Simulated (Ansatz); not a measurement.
**Cl2F3HW: molecular dynamics**

The plan is to follow the molecule's vibrations and see whether its bonds hold. The start is relaxed first. Runs: 300 steps of 0.25 fs under a Langevin thermostat at 2000 K.

Program: Ansatz 0.2.0. Level of theory: RKS r2SCAN-D4/def2-SVP. These are calculated values, not measurements.

## Step 1: The system as given

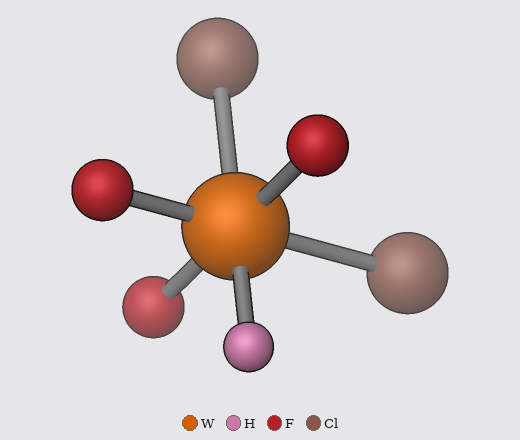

The starting structure, seen from a free direction (tungsten orange, hydrogen pink, fluorine red, chlorine brown).

As a file:

```xyz
7

W     0.0000    0.0000    0.0000
H     0.0000    0.0000    1.7200
F     1.8500    0.0000    0.0000
F     0.0000    1.8500    0.0000
Cl   -2.3900    0.0000    0.0000
F     0.0000   -1.8500    0.0000
Cl    0.0000    0.0000   -2.3900
```

## Step 2: Relaxing the start

File input.yaml:

```yaml
crystal:
  periodic: [false, false, false]
  atoms:
    - { symbol: W, position_ang: [0.0, 0.0, 0.0] }
    - { symbol: H, position_ang: [0.0, 0.0, 1.72] }
    - { symbol: F, position_ang: [1.85, 0.0, 0.0] }
    - { symbol: F, position_ang: [0.0, 1.85, 0.0] }
    - { symbol: Cl, position_ang: [-2.39, 0.0, 0.0] }
    - { symbol: F, position_ang: [0.0, -1.85, 0.0] }
    - { symbol: Cl, position_ang: [0.0, 0.0, -2.39] }
basis:
  gaussian: { orbitals: def2-SVP }
hamiltonian:
  xc: r2scan
  dispersion: d4
relax:
  f_tol: 0.02
  max_steps: 40
output:
  orbitals: {}
```

The run is started by

```
ansatz run input.yaml --threads 4 --pin off --max-ram 5120MiB --backend cpu --events-out ev --progress --plain --runs-dir out
```

Log, shortened:

```text
Warning: RAYON_NUM_THREADS=4 ignored (pool sized by the plan → 4); use --threads N
[...]
Functional definition: r2SCAN
[...]
1199 factors; their error is unknown
[...]
mean field -35024.93306195 eV, -1287.1425492743 hartree, gradient 2.8e-5 eV, S^2 0.000000; 0 other end points of the search recorded, 0 dependent functions left out
[...]
reference -35024.93308684 eV, -1287.1425501892 hartree; 38, 38 occupied and 77, 77 virtual orbitals, 1199 factors
relax step   1: F+E_penalty+E_count = -35024.98502475 eV  Δ(F+E_penalty+E_count) = +0.000e0 eV  max|allowed force component| = 2.254e0 eV/Å  Δτ_max = 0.0000 Å  (36 SCF iters, accepted)
[...]
relax step   3: F+E_penalty+E_count = -35025.32682079 eV  Δ(F+E_penalty+E_count) = -2.024e-2 eV  max|allowed force component| = 8.216e-2 eV/Å  Δτ_max = 0.0429 Å  (36 SCF iters, accepted)
[...]
relax step   5: F+E_penalty+E_count = -35025.32529149 eV  Δ(F+E_penalty+E_count) = +5.994e-3 eV  max|allowed force component| = 5.075e-1 eV/Å  Δτ_max = 0.1957 Å  (41 SCF iters, rejected (line search))
[...]
relax step   7: F+E_penalty+E_count = -35025.34372242 eV  Δ(F+E_penalty+E_count) = -3.196e-3 eV  max|allowed force component| = 2.381e-1 eV/Å  Δτ_max = 0.0974 Å  (41 SCF iters, accepted)
[...]
relax step   8: F+E_penalty+E_count = -35025.34903985 eV  Δ(F+E_penalty+E_count) = -5.317e-3 eV  max|allowed force component| = 1.262e-1 eV/Å  Δτ_max = 0.0227 Å  (38 SCF iters, accepted)
[...]
relax step   9: F+E_penalty+E_count = -35025.34992462 eV  Δ(F+E_penalty+E_count) = -8.848e-4 eV  max|allowed force component| = 1.513e-2 eV/Å  Δτ_max = 0.0152 Å  (36 SCF iters, accepted)
1199 factors; their error is unknown
[...]
mean field -35025.29826068 eV, -1287.1559700803 hartree, gradient 1.2e-5 eV, S^2 0.000000; 1 other end points of the search recorded, 0 dependent functions left out
[...]
reference -35025.29828561 eV, -1287.1559709964 hartree; 38, 38 occupied and 77, 77 virtual orbitals, 1199 factors
Total energy: -35025.34994955 eV, -1287.1578696109 hartree
Atom 0 at    -0.099313    -0.000000    -0.143082 Å, force     0.006717    -0.000000     0.009876 eV/Å
Atom 1 at     0.115909    -0.000000     1.561440 Å, force    -0.008146    -0.000000    -0.015130 eV/Å
Atom 2 at     1.756923     0.000000     0.070481 Å, force     0.003025    -0.000000     0.002563 eV/Å
Atom 3 at    -0.124595     1.840829     0.013446 Å, force     0.002742    -0.002651    -0.000953 eV/Å
Atom 4 at    -2.327317     0.000000     0.268661 Å, force    -0.011381    -0.000000     0.011669 eV/Å
Atom 5 at    -0.124595    -1.840829     0.013446 Å, force     0.002742     0.002651    -0.000953 eV/Å
Atom 6 at     0.262986    -0.000000    -2.454391 Å, force     0.004302     0.000000    -0.007072 eV/Å
Dipole moment:    -0.258475     0.000000    -0.012606 e Å
```

Run time: 44 s. Hardware: 4 threads of Arm Neoverse V1, shared host; peak memory 0.22 GiB.

The steps of the relaxation:

| step | energy from step 1 (eV) | largest force component (eV/Å) |
| --- | --- | --- |
| 1 | 0.0000 | 2.2538 |
| 2 | -0.3216 | 0.5272 |
| 3 | -0.3418 | 0.0822 |
| 4 | -0.3463 | 0.1046 |
| 5x | -0.3403 | 0.5075 |
| 6 | -0.3555 | 0.1253 |
| 7 | -0.3587 | 0.2381 |
| 8 | -0.3640 | 0.1262 |
| 9 | -0.3649 | 0.0151 |

Step 1 is the start. 1 step was tried and not accepted (5; marked x where the table lists them).

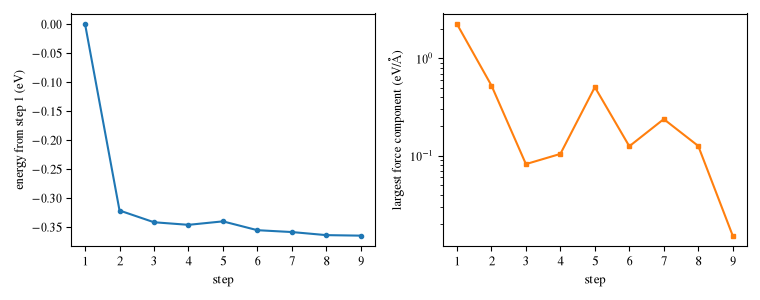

Energy and largest force along the relaxation.

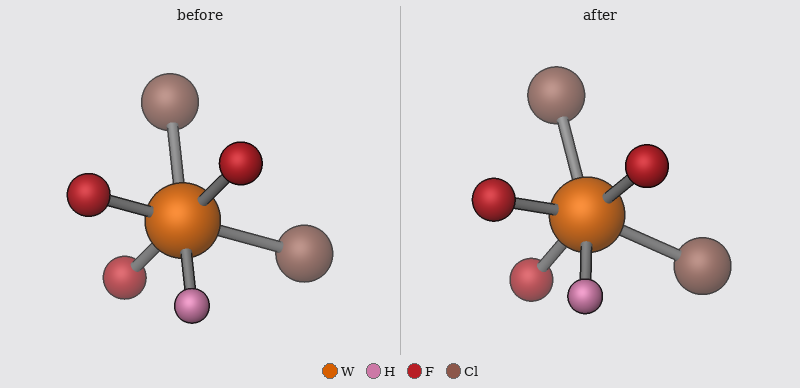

Before and after, at one scale.

After: Bond lengths: W1–H2 1.718 Å, W1–F3 1.868 Å, W1–F4 1.848 Å, W1–Cl5 2.266 Å, W1–F6 1.848 Å, W1–Cl7 2.340 Å. Angles (14 of 15 angles, heavy atoms first): F3–W1–F4 90.2°, F3–W1–Cl5 163.0°, F3–W1–F6 90.2°, F3–W1–Cl7 87.7°, F4–W1–Cl5 88.3°, F4–W1–F6 170.2°, F4–W1–Cl7 94.9°, Cl5–W1–F6 88.3°, Cl5–W1–Cl7 109.4°, F6–W1–Cl7 94.9°, H2–W1–F3 76.2°, H2–W1–F4 85.3°, H2–W1–Cl5 86.7°, H2–W1–F6 85.3°.

## Step 3: Dynamics

300 steps of 0.25 fs under a Langevin thermostat at 2000 K, from the relaxed start.

File input.yaml:

```yaml
crystal:
  periodic: [false, false, false]
  atoms:
    - { symbol: W, position_ang: [-0.099313, 0.0, -0.143082] }
    - { symbol: H, position_ang: [0.115909, 0.0, 1.56144] }
    - { symbol: F, position_ang: [1.756923, 0.0, 0.070481] }
    - { symbol: F, position_ang: [-0.124595, 1.840829, 0.013446] }
    - { symbol: Cl, position_ang: [-2.327317, 0.0, 0.268661] }
    - { symbol: F, position_ang: [-0.124595, -1.840829, 0.013446] }
    - { symbol: Cl, position_ang: [0.262986, 0.0, -2.454391] }
basis:
  gaussian: { orbitals: def2-SVP }
hamiltonian:
  xc: r2scan
  dispersion: d4
md:
  timestep: 0.25
  n_steps: 300
  ensemble: nvt_langevin
  temperature: 2000.0
  initial_velocities: maxwell_boltzmann
  seed: 527803
  friction: 0.005
```

The run is started by

```
ansatz run input.yaml --threads 4 --pin off --max-ram 5120MiB --backend cpu --events-out ev --progress --plain --runs-dir out
```

Log, shortened:

```text
Warning: RAYON_NUM_THREADS=4 ignored (pool sized by the plan → 4); use --threads N
[...]
Functional definition: r2SCAN
[...]
1199 factors; their error is unknown
[...]
mean field -35025.29809747 eV, -1287.1559640822 hartree, gradient 3.7e-5 eV, S^2 0.000000; 0 other end points of the search recorded, 0 dependent functions left out
[...]
reference -35025.29812243 eV, -1287.1559649994 hartree; 38, 38 occupied and 77, 77 virtual orbitals, 1199 factors
md step     0: t =     0.00 fs  T =  1714.3 K  F+E_penalty+E_count = -35025.34976140 eV  E_kin = 1.551120 eV  (36 SCF iters)
[...]
md step    21: t =     5.25 fs  T =  1215.9 K  F+E_penalty+E_count = -35025.15022729 eV  E_kin = 1.100197 eV  (37 SCF iters, 7 dispersion substeps)
[...]
md step    42: t =    10.50 fs  T =  1023.9 K  F+E_penalty+E_count = -35024.95928532 eV  E_kin = 0.926412 eV  (37 SCF iters, 7 dispersion substeps)
[...]
md step    63: t =    15.75 fs  T =   917.7 K  F+E_penalty+E_count = -35025.04023317 eV  E_kin = 0.830391 eV  (37 SCF iters, 7 dispersion substeps)
[...]
md step    84: t =    21.00 fs  T =  1087.7 K  F+E_penalty+E_count = -35025.09135012 eV  E_kin = 0.984131 eV  (37 SCF iters, 7 dispersion substeps)
md step    85: t =    21.25 fs  T =  1080.2 K  F+E_penalty+E_count = -35025.08703454 eV  E_kin = 0.977426 eV  (37 SCF iters, 7 dispersion substeps)
```

## Step 4: More of the same log: dynamics from the start

Output, continued, shortened:

```text
md step    86: t =    21.50 fs  T =  1106.1 K  F+E_penalty+E_count = -35025.08282545 eV  E_kin = 1.000802 eV  (37 SCF iters, 7 dispersion substeps)
[...]
md step   113: t =    28.25 fs  T =  1055.9 K  F+E_penalty+E_count = -35024.91617634 eV  E_kin = 0.955378 eV  (38 SCF iters, 7 dispersion substeps)
[...]
md step   140: t =    35.00 fs  T =   812.6 K  F+E_penalty+E_count = -35024.75088962 eV  E_kin = 0.735215 eV  (38 SCF iters, 7 dispersion substeps)
[...]
md step   167: t =    41.75 fs  T =   911.6 K  F+E_penalty+E_count = -35024.83117085 eV  E_kin = 0.824833 eV  (39 SCF iters, 7 dispersion substeps)
[...]
md step   193: t =    48.25 fs  T =  1229.9 K  F+E_penalty+E_count = -35024.93403893 eV  E_kin = 1.112825 eV  (37 SCF iters, 7 dispersion substeps)
md step   194: t =    48.50 fs  T =  1234.8 K  F+E_penalty+E_count = -35024.93037524 eV  E_kin = 1.117246 eV  (37 SCF iters, 7 dispersion substeps)
```

## Step 5: More of the same log: dynamics from the start

The log, continued, shortened:

```text
md step   195: t =    48.75 fs  T =  1231.4 K  F+E_penalty+E_count = -35024.92616962 eV  E_kin = 1.114174 eV  (37 SCF iters, 7 dispersion substeps)
[...]
md step   217: t =    54.25 fs  T =  1142.8 K  F+E_penalty+E_count = -35024.75740089 eV  E_kin = 1.034051 eV  (37 SCF iters, 7 dispersion substeps)
[...]
md step   239: t =    59.75 fs  T =  1125.5 K  F+E_penalty+E_count = -35024.72200502 eV  E_kin = 1.018331 eV  (37 SCF iters, 7 dispersion substeps)
[...]
md step   261: t =    65.25 fs  T =  1638.3 K  F+E_penalty+E_count = -35024.97364400 eV  E_kin = 1.482389 eV  (35 SCF iters, 7 dispersion substeps)
[...]
md step   299: t =    74.75 fs  T =  1432.9 K  F+E_penalty+E_count = -35024.93439106 eV  E_kin = 1.296502 eV  (37 SCF iters, 7 dispersion substeps)
[...]
md step   300: t =    75.00 fs  T =  1463.4 K  F+E_penalty+E_count = -35024.92509333 eV  E_kin = 1.324144 eV  (36 SCF iters, 7 dispersion substeps)
Total energy: -35024.92511796 eV, -1287.1422573382 hartree
Atom 0 at     0.051157    -0.125354    -0.157876 Å, force    -0.636226    -4.002968    -0.263727 eV/Å
Atom 1 at     0.419132    -0.865183     1.344546 Å, force    -0.059973     0.363733    -0.429511 eV/Å
Atom 2 at     1.881215    -0.258172    -0.127236 Å, force     0.840736    -0.138470     0.187538 eV/Å
Atom 3 at     0.419160     1.669117    -0.016088 Å, force    -0.245799     0.650240    -0.118922 eV/Å
Atom 4 at    -1.839201     0.316698     1.038554 Å, force     0.004835     0.012175    -0.332521 eV/Å
Atom 5 at    -0.534628    -2.043229    -0.254296 Å, force     0.483467     2.534396     0.291466 eV/Å
Atom 6 at     0.283962    -0.592499    -2.468335 Å, force    -0.387040     0.580895     0.665676 eV/Å
Dipole moment:    -0.127684     0.278298     0.144106 e Å
```

It took 20 min on 4 threads of Arm Neoverse V1, shared host; peak memory 0.21 GiB.

## Step 6: What the atoms did

The trajectory, every 22 steps (energies from step 0):

| time (fs) | T (K) | potential energy change (meV/atom) |
| --- | --- | --- |
| 0.0 | 1714 | 0.0 |
| 5.5 | 1201 | 30.3 |
| 11.0 | 1006 | 57.8 |
| 16.5 | 1016 | 39.9 |
| 22.0 | 1109 | 39.2 |
| 27.5 | 1088 | 57.0 |
| 33.0 | 875 | 81.5 |
| 38.5 | 753 | 84.3 |
| 44.0 | 961 | 66.1 |
| 49.5 | 1270 | 62.7 |
| 55.0 | 1219 | 88.3 |
| 60.5 | 1263 | 85.4 |
| 66.0 | 1658 | 50.7 |
| 71.5 | 1789 | 46.9 |
| 75.0 | 1463 | 60.7 |

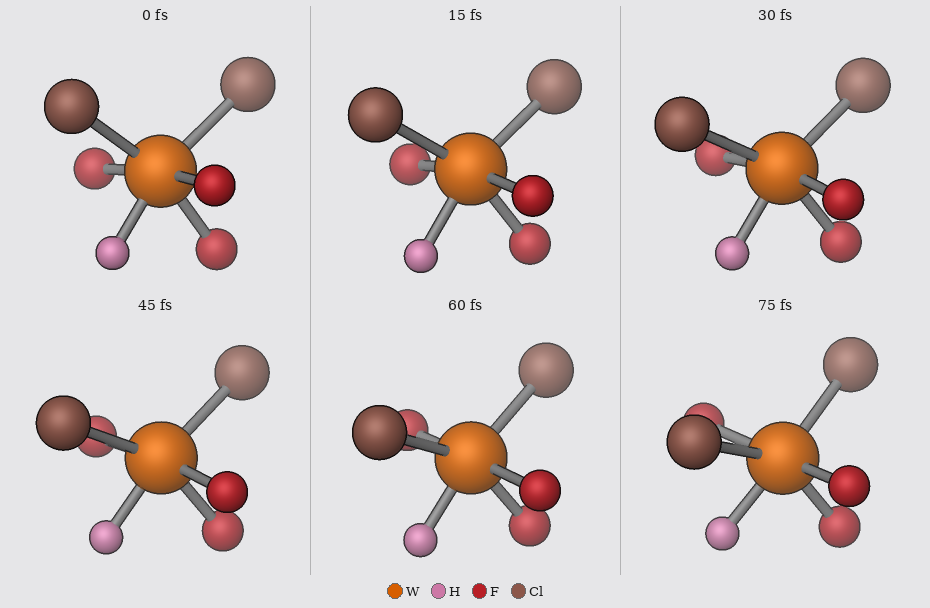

The system at six times, viewed from a chosen angle. Sticks join atoms within a bonding distance in each frame.

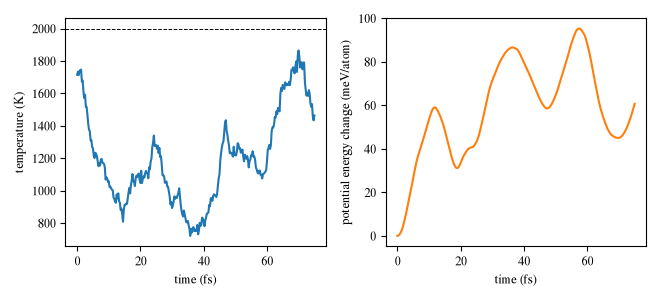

Traces against time; each panel has its own scale. The dashed line is the set temperature.

## Step 7: Frames from the trajectory

Extended XYZ, with forces in eV/Å:

```xyz
7
time_fs=9.5 T=1075 dE=0.3574
W    -0.113   -0.009   -0.159   -0.539    5.713    0.979
H     0.173   -0.051    1.565   -0.094   -0.073   -0.423
F     1.730    0.011    0.008    0.746   -0.145    0.163
F     0.035    1.891    0.046   -0.586   -1.578   -0.239
Cl   -2.349    0.019    0.411    0.696    0.160   -0.243
F    -0.111   -1.751   -0.052   -0.131   -4.186    0.394
Cl    0.294   -0.081   -2.423   -0.092    0.111   -0.631
7
time_fs=18.8 T=1092 dE=0.2181
W    -0.123    0.000   -0.162    0.069    1.955    0.391
H     0.233   -0.161    1.483    0.066   -0.155    0.271
F     1.748   -0.007   -0.051    0.223   -0.255    0.241
F     0.145    1.850    0.062   -0.870   -0.813   -0.115
Cl   -2.336    0.044    0.534    0.935    0.220   -0.378
F    -0.139   -1.819   -0.102   -0.205   -1.061    0.248
Cl    0.310   -0.157   -2.414   -0.217    0.110   -0.657
7
time_fs=28.0 T=1052 dE=0.4218
W    -0.114    0.009   -0.164    0.246   -3.801    0.491
H     0.327   -0.337    1.466   -0.294    0.038   -0.351
F     1.774   -0.055   -0.077   -0.117   -0.311    0.120
F     0.234    1.758    0.069   -0.624    1.820    0.276
Cl   -2.314    0.075    0.667    1.377    0.224   -0.625
F    -0.191   -1.924   -0.164   -0.150    1.862    0.158
Cl    0.333   -0.222   -2.432   -0.437    0.168   -0.069
7
time_fs=37.5 T=749 dE=0.6018
W    -0.098   -0.006   -0.159    0.771   -4.293   -0.768
H     0.342   -0.515    1.366   -0.059    0.006    0.330
F     1.823   -0.084   -0.083   -0.950   -0.378    0.138
F     0.317    1.726    0.066   -0.630    1.991    0.349
Cl   -2.266    0.124    0.777    1.528    0.167   -0.780
F    -0.251   -1.960   -0.231   -0.084    2.222    0.210
Cl    0.362   -0.278   -2.460   -0.575    0.284    0.521
7
time_fs=47.0 T=1434 dE=0.4107
W    -0.071   -0.039   -0.156    1.692   -0.228   -0.326
H     0.313   -0.602    1.405    0.088    0.259   -0.179
F     1.840   -0.109   -0.119   -0.876   -0.492    0.404
F     0.382    1.749    0.059   -1.060    0.137    0.082
Cl   -2.172    0.169    0.840    1.070    0.196   -0.690
F    -0.315   -1.872   -0.271   -0.318   -0.349    0.204
Cl    0.370   -0.344   -2.475   -0.596    0.477    0.505
7
time_fs=56.2 T=1191 dE=0.6533
W    -0.038   -0.074   -0.161    1.495    5.401   -0.123
H     0.350   -0.507    1.432    0.130   -0.159   -0.040
F     1.809   -0.146   -0.137    0.881   -0.620    0.421
F     0.418    1.754    0.037   -1.169   -0.503   -0.127
Cl   -2.052    0.231    0.890    0.261    0.242   -0.393
F    -0.370   -1.775   -0.300   -1.219   -5.043    0.392
Cl    0.361   -0.427   -2.468   -0.378    0.682   -0.130
7
time_fs=65.5 T=1627 dE=0.3687
W     0.004   -0.102   -0.159   -0.623    1.299   -0.217
H     0.447   -0.596    1.401   -0.188   -0.215   -0.037
F     1.803   -0.200   -0.139    2.460   -0.513    0.185
F     0.437    1.722   -0.003   -0.924   -0.297   -0.146
Cl   -1.948    0.291    0.962    0.090    0.154   -0.302
F    -0.445   -1.874   -0.301   -0.517   -1.075    0.698
Cl    0.318   -0.502   -2.454   -0.299    0.646   -0.181
7
time_fs=75.0 T=1463 dE=0.4247
W     0.051   -0.125   -0.158   -0.636   -4.003   -0.264
H     0.419   -0.865    1.345   -0.060    0.364   -0.429
F     1.881   -0.258   -0.127    0.841   -0.139    0.188
F     0.419    1.669   -0.016   -0.246    0.650   -0.119
Cl   -1.839    0.317    1.039    0.005    0.012   -0.333
F    -0.535   -2.043   -0.254    0.483    2.534    0.291
Cl    0.284   -0.593   -2.468   -0.387    0.581    0.666
```

## Step 8: Summary of results

| quantity | value |
| --- | --- |
| relaxation of the start | 7 moves, 0.365 eV lower |
| length | 300 steps of 0.25 fs |
| temperature, first and last step | 1714 and 1463 K |
| temperature, second half | mean 1297 K, from 730 to 1864 K |
| potential energy, second half | +68 meV/atom from the start |
| bonds formed or broken | 0 |

**Reading.** Against a set 2000 K the second half averages 1297 K, going from 749 to 1463 K over that half; 68 meV/atom has gone into potential energy, and a thermostat that acts over some 200 fs has not made it up in 75 fs. No bond forms or breaks. Averages from a run of 75 fs with 7 atoms are rough. The nuclei move classically, without zero-point motion, which matters most for hydrogen.
